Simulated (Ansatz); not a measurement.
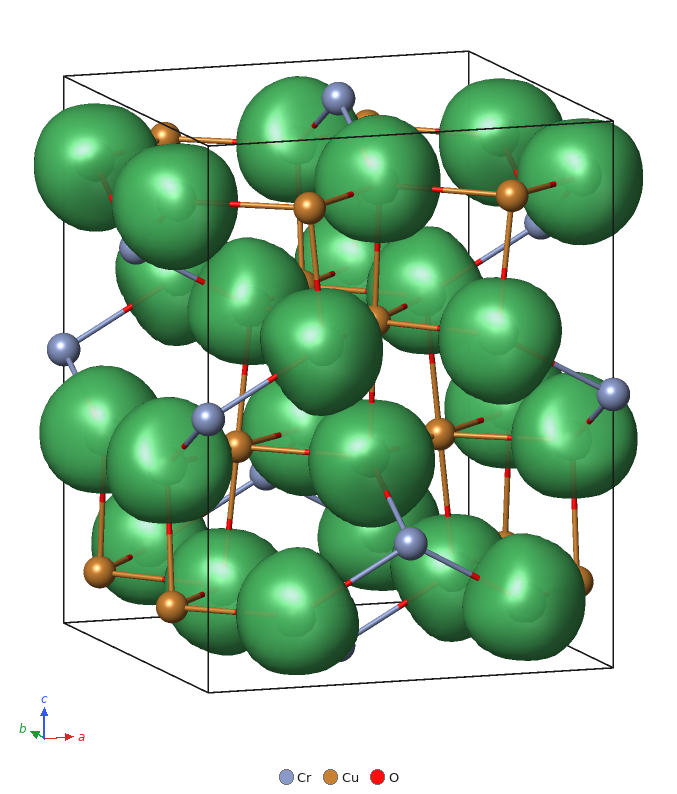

The picture shows: CrCu$_{2}$O$_{4}$. Isosurface of the ELF at 0.6 (green), seen slightly off an axis. Core shells are left out. Sticks mark near contacts.

Space group I4₁/amd; built by placing these elements on a known structure type; not relaxed (largest force 1.7 eV/Å); computed pressure about 5 GPa in this cell; Hubbard U of 3.41 eV on Cr d and 3.87 eV on Cu d only; site moments Cr: +2.6 μB (×4); Cu: −0.8 μB (×8) in one cell of 28 atoms, with smaller moments on O (up to −0.41 μB) (ferrimagnetic (opposed moments on unlike sites) in this solution); spin-polarised.

Level of theory: Ansatz 0.2.0, DFT, PAW plane waves, PBE+U.

Q: What do the ELF domains correspond to?

A: At this value the surface marks out 16 regions wrapped around O (the valence shell of each), counted in one cell of 28 atoms. Regions shared between cells count once. Along the contacts the grid gives the following. Cr–O (1.97 Å): the ELF peaks at about 0.85 in the valence shell of O, 0.6 Å from its nucleus, and is about 0.20 at the midpoint; no shared electron pair shows on this line. Cu–O (2.00 Å): the ELF peaks at about 0.85 in the valence shell of O, 0.6 Å from its nucleus, and is about 0.20 at the midpoint: no shared electron pair shows on this line.
